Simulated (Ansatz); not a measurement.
# NiPtF6: one geometry, two states

Aim: solve NiPtF6 (a distorted cell) from each of its saved states, at one geometry and mesh, and see which is lowest and how they differ.

Program: Ansatz 0.2.0. Level of theory: DFT, r2SCAN, plane waves, PAW. These are calculated values, not measurements.

### Step 1. The cell

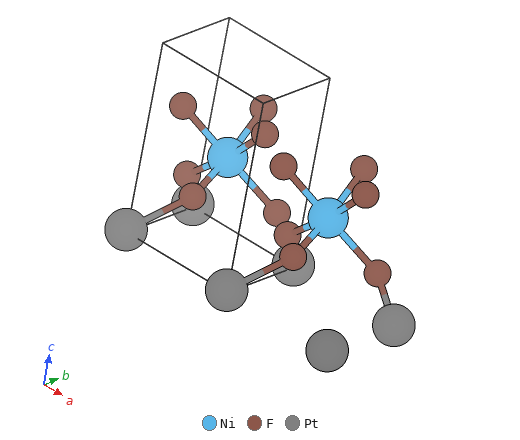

The structure slightly off an axis: nickel blue, fluorine brown, platinum grey. 2×1×1 cells are drawn.

Cell: a = 4.845 Å, b = 4.868 Å, c = 5.364 Å, α = 60.74°, β = 117.25°, γ = 123.92°. First neighbours, in Å: Ni1: 6 F at 1.78 to 2.03; F2: 1 Ni at 1.81, 1 Pt at 1.97; F3: 1 Pt at 1.88, 1 Ni at 1.92; F4: 1 Pt at 1.94, 1 Ni at 2.03; F5: 1 Pt at 1.59, 1 Ni at 1.98; F6: 1 Pt at 1.83, 1 Ni at 2.03; F7: 1 Ni at 1.78, 1 Pt at 1.96; Pt8: 6 F at 1.59 to 1.97.

The coordinates stand in the input below.

The states: A, no atom with a moment over 0.3 μB (no spin polarisation); B, Ni1 up (collinear spin). Each run reads its own saved solution as saved_state.

### Step 2. Run from state A

input.yaml

```yaml
crystal:
  lattice:
    - [4.842274, -0.17296, 0.03624]
    - [-2.570925, 4.132938, 0.053905]
    - [-2.437546, 1.512225, 4.532566]
  atoms:
    - { symbol: Ni, position: [0.501943, 0.491894, 0.489821] }
    - { symbol: F, position: [0.221489, 0.120225, 0.722226] }
    - { symbol: F, position: [0.870459, 0.357459, 0.747652] }
    - { symbol: F, position: [0.596492, 0.751402, 0.743252] }
    - { symbol: F, position: [0.809031, 0.903522, 0.239539] }
    - { symbol: F, position: [0.099202, 0.617818, 0.253482] }
    - { symbol: F, position: [0.397877, 0.233742, 0.284817] }
    - { symbol: Pt, position: [0.994963, 0.989915, 0.013245] }
kpoints:
  mp_grid: { grid: [5, 5, 4], shift: [0.0, 0.0, 0.0] }
magnetization:
  spin_polarized: false
scf:
  occupations: { method: fermi_dirac, width: 0.1126 }
  lower_state_search: "off"
  max_iter: 200
hamiltonian:
  pseudopotentials: { kind: paw }
  xc: r2scan
basis:
  ecutwfc: 500
  fft_grid_basis: typed
output:
  forces: true
  stress: true
  eigenvalues: true
  populations: true
  elf: true
  write_potential: true
  volumetric_format: npy
  dos:
    e_range: [-12, 8]
    de: 0.05
    projected: { site_lists: { F: [F], Ni: [Ni], Pt: [Pt] } }
checkpoint:
  read: saved_state
```

What it wrote, cut to the lines that bear on the results:

```text
Warning: RAYON_NUM_THREADS=1 ignored (pool sized by the plan → 1); use --threads N
[...]
Pseudopotentials: kind: paw
Pseudopotential: Ni, paw, valence charge 18, recommended cutoff 500 eV (meta_gga), Ni.paw.azcp
Pseudopotential: F, paw, valence charge 7, recommended cutoff 500 eV (meta_gga), F.paw.azcp
Pseudopotential: Pt, paw, valence charge 18, recommended cutoff 500 eV (meta_gga), Pt.paw.azcp
Functional definition: r2SCAN
[...]
Crystal: 8 atoms, lattice volume = 88.546 Å³
Basis set: ecut = 500 eV, 2251 PW (Γ), exchange–correlation on 144×144×160 points (64 copies of the dense FFT grid, shifted against one another)
Bands: 47, of which v1, the nominal top of the filled ones, is band 39 counted from 1 (38 counted from 0)
Symmetry: 1 space group operations
Space group: P1 (ITA 1), of the structure as read, at distance tolerance 4.5e-5 Å
k-points: 51 of 100 (time reversal used)
[...]
SCF iter   1: F=-23232.749387 eV  HF=-23232.719017 eV  |F-HF|=3.04e-2  |Δ(HF+E_count)|=         —  Δρ=4.69e-3  dr2=1.91e-3  dr2_τ=2.79e-3  ethr=2.55e-6  ⟨swp⟩=2.8  Hψ=14994  notcnv=0
[...]
SCF iter  10: F=-23232.750754 eV  HF=-23232.750754 eV  |F-HF|=5.98e-8  |Δ(HF+E_count)|=   9.18e-9  Δρ=9.87e-6  dr2=7.00e-8  dr2_τ=1.44e-9  ethr=1.28e-10  ⟨swp⟩=7.0  Hψ=13320  notcnv=0
[...]
SCF converged after 10 iterations
Free energy (F): -23232.750754 eV
[...]
E sigma→0 (E₀):  -23232.619817 eV
Entropy (-TS):   -0.261875 eV (-32.734 meV/atom)
Fermi energy:    8.080848 eV
[...]
--- Forces (eV/Å), atoms counted from 1 ---
  atom   1  Ni    -0.90988375     2.14156731     0.75839311
  atom   2  F      0.29865827    -1.13452379     0.40016029
  atom   3  F     -0.69504138     1.99340345    -0.60883720
  atom   4  F     -0.01723445    -0.86688230    -0.25768624
  atom   5  F    -15.65339210    -0.07400685    12.27666794
  atom   6  F      1.87219146    -2.44951651     2.02318472
  atom   7  F      1.01445107    -0.70403592    -1.02516134
  atom   8  Pt    14.09023885     1.09401686   -13.56673376
[...]
--- Stress (GPa, compression-positive) ---
       47.144918      -4.293836     -23.296664
       -4.293857      19.429203      -5.716083
      -23.296656      -5.716081      37.927364
  P = ⅓ Tr σ = 34.8338 GPa (348.338 kbar)
--- Band table (eV; the first three rows and the last of 51) ---
[...]
--- Löwdin populations: 8 sites ---
  site symbol       q [e]
     0     Ni     16.7068
     1      F      7.5312
     2      F      7.5153
     3      F      7.4992
     4      F      7.3857
     5      F      7.5028
     6      F      7.4837
     7     Pt     16.0603
  spilling = 0.004040 (of n_electrons = 78.000000)
```

Run time: 37 s. Hardware: 1 thread of an x86-64 CPU, shared host; peak memory 0.68 GiB.

### Step 3. State A: levels and charges

Counts of states in windows (eV from the Fermi level; tetrahedra), total and projected:

```tsv
from	to	total	F p	Ni d	Pt d
-8.0	-7.0	6.15	4.95	0.30	0.72
-7.0	-6.0	4.74	4.17	0.33	0.15
-6.0	-5.0	8.53	7.85	0.36	0.22
-5.0	-4.0	6.47	6.21	0.15	0.07
-4.0	-3.0	0.00	0.00	0.00	0.00
-3.0	-2.0	3.93	1.07	1.06	1.73
-2.0	-1.0	8.06	1.77	4.51	1.69
-1.0	0.0	1.69	0.32	1.11	0.20
0.0	1.0	2.31	0.46	1.64	0.13
1.0	2.0	1.62	0.59	0.11	0.81
2.0	3.0	0.38	0.14	0.04	0.17
3.0	4.0	2.00	0.70	0.06	1.02
4.0	5.0	0.00	0.00	0.00	0.00
```

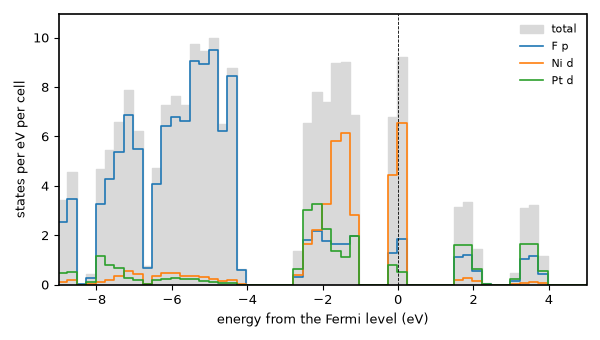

Total and projected density of states, in bins of 0.25 eV.

By element, from the tables in the log (a charge is positive for electrons lost):

```tsv
element	atoms	Löwdin charge (e)
Ni	1	+1.29
F	6	-0.53 to -0.39
Pt	1	+1.94
```

The Löwdin projection spills 0.4 % of the electrons and depends on the orbitals chosen; where it disagrees with Bader's partition, neither is an observable.

### Step 4. State B: the run

input.yaml, as its differences from that of step 2:

```diff
@@ -17,3 +17,3 @@
 magnetization:
-  spin_polarized: false
+  spin_polarized: true
 scf:
```

What it wrote, cut to the lines that bear on the results:

```text
Warning: RAYON_NUM_THREADS=1 ignored (pool sized by the plan → 1); use --threads N
band count auto-derived: 49 (N_el = 78.0; filled up to band 39; 47 by the electrons, moments and atoms)
[...]
Pseudopotentials: kind: paw
Pseudopotential: Ni, paw, valence charge 18, recommended cutoff 500 eV (meta_gga), Ni.paw.azcp
Pseudopotential: F, paw, valence charge 7, recommended cutoff 500 eV (meta_gga), F.paw.azcp
Pseudopotential: Pt, paw, valence charge 18, recommended cutoff 500 eV (meta_gga), Pt.paw.azcp
Functional definition: r2SCAN
[...]
Crystal: 8 atoms, lattice volume = 88.546 Å³
Basis set: ecut = 500 eV, 2251 PW (Γ), exchange–correlation on 144×144×160 points (64 copies of the dense FFT grid, shifted against one another)
Bands: 49, of which v1, the nominal top of the filled ones, is band 39 counted from 1 (38 counted from 0)
Symmetry: 1 space group operations
[...]
  atom   2  F     -0.14547956    -1.47699963     0.83793521
  atom   3  F     -0.49499276     1.95605920    -0.41257241
  atom   4  F     -0.05036548    -0.33962330     0.27399068
  atom   5  F    -15.56744670     0.11556293    12.21849047
  atom   6  F      1.65861296    -2.32404809     1.89115201
  atom   7  F      1.17173296    -1.46501754    -1.66342731
  atom   8  Pt    14.36062040     1.06226305   -13.90083007
[...]
--- Stress (GPa, compression-positive) ---
       48.195942      -3.767382     -27.087107
       -3.766764      20.285205      -6.523915
      -27.087407      -6.524333      37.651165
  P = ⅓ Tr σ = 35.3774 GPa (353.774 kbar)
--- Band table (eV; the first three rows and the last of 102) ---
[...]
--- Löwdin populations: 8 sites ---
  site symbol       q [e]    m [muB]
     0     Ni     16.6057     1.6699
     1      F      7.5721     0.0623
     2      F      7.5275     0.0439
     3      F      7.5084     0.0346
     4      F      7.4138     0.0358
     5      F      7.5094     0.0356
     6      F      7.5081     0.0608
     7     Pt     16.0298     0.0494
  spilling = 0.004170 (of n_electrons = 78.000000)
```

It took 69 s on 1 thread of an x86-64 CPU, shared host; peak memory 0.82 GiB.

### Step 5. What state B looks like

States per cell by energy window, from dos.tsv and pdos.tsv (tetrahedra; eV from the Fermi level):

```tsv
from	to	total	up	down	F p	Ni d	Pt d
-9.0	-8.0	2.41	1.29	1.12	1.74	0.11	0.41
-8.0	-7.0	6.04	3.43	2.61	4.81	0.42	0.63
-7.0	-6.0	4.55	2.09	2.46	3.97	0.36	0.14
-6.0	-5.0	8.84	4.35	4.49	8.08	0.43	0.22
-5.0	-4.0	6.03	2.71	3.32	5.71	0.19	0.08
-4.0	-3.0	0.49	0.49	0.00	0.11	0.24	0.13
-3.0	-2.0	6.47	4.56	1.91	1.62	3.29	1.46
-2.0	-1.0	7.03	2.95	4.09	2.07	2.95	1.91
-1.0	0.0	0.00	0.00	0.00	0.00	0.00	0.00
0.0	1.0	0.02	0.00	0.02	0.00	0.01	0.01
1.0	2.0	2.37	1.00	1.37	0.69	0.49	1.03
2.0	3.0	1.62	0.02	1.60	0.29	1.04	0.20
3.0	4.0	1.85	0.98	0.87	0.63	0.16	0.86
4.0	5.0	0.15	0.00	0.15	0.05	0.03	0.05
```

On the mesh the valence top lies at -1.01 eV and the conduction bottom at 0.94 eV on this scale.

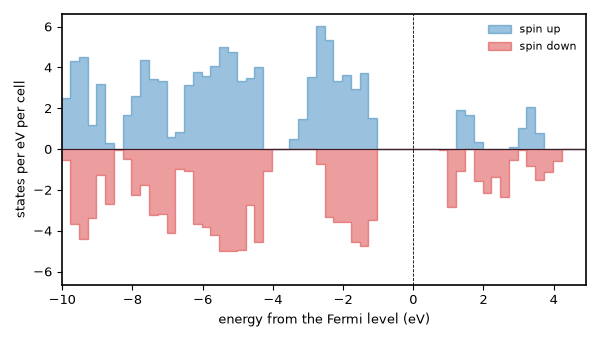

Density of states by spin, in bins of 0.25 eV.

By element, from the tables in the log (a charge is positive for electrons lost):

```tsv
element	atoms	Löwdin charge (e)	sphere moment, size (μB)
Ni	1	+1.39	1.62
F	6	-0.57 to -0.41	0.03 to 0.04
Pt	1	+1.97	0.03
```

Löwdin charges rest on a small set of atomic orbitals that misses 0.4 % of the electrons, so they need not add up to the cell's charge and can differ from Bader's even in sign.

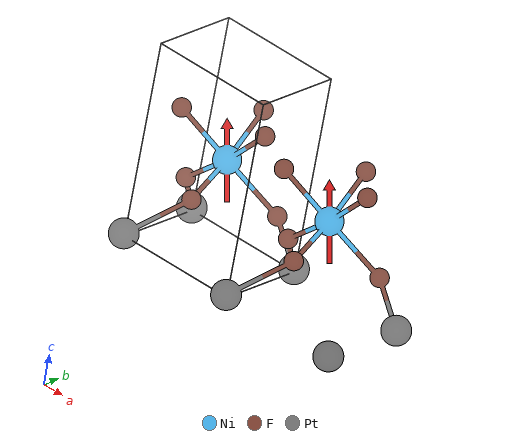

Site moments over 0.3 μB, as arrows (values hang on how the density is shared out, so they can differ from the log's spheres): up red, down blue; without spin-orbit coupling their axis is free, so they are drawn up the page.

### Step 6. Comparison

```tsv
state	free energy (meV/atom)	largest site moment (μB)	size of the net moment (μB/cell)	gap (eV)	pressure (GPa)	largest force (eV/Å)	SCF cycles
A	201.5	–	–	metal	34.8	19.89	10
B	0.0	1.62	2.00	1.95	35.4	20.01	9
```

**Reading.** State B wins by 201.5 meV per atom over A. They differ in kind: A is a metal, B is gapped. Spin-orbit coupling, left out here, can change that for 5d elements. At the same volume their pressures differ by 0.5 GPa, the state with the larger moments having the higher pressure, so it wants the larger volume, as magnetism tends to expand a lattice. Not all runs allow spin: where it is off, the gap in energy is mostly the cost of forbidding moments, not two ends of one search.

Caveats: the k mesh is coarse if the cell is a metal; atoms or cell far from equilibrium; gaps of Fe, Co and Ni magnets come out low on these datasets.
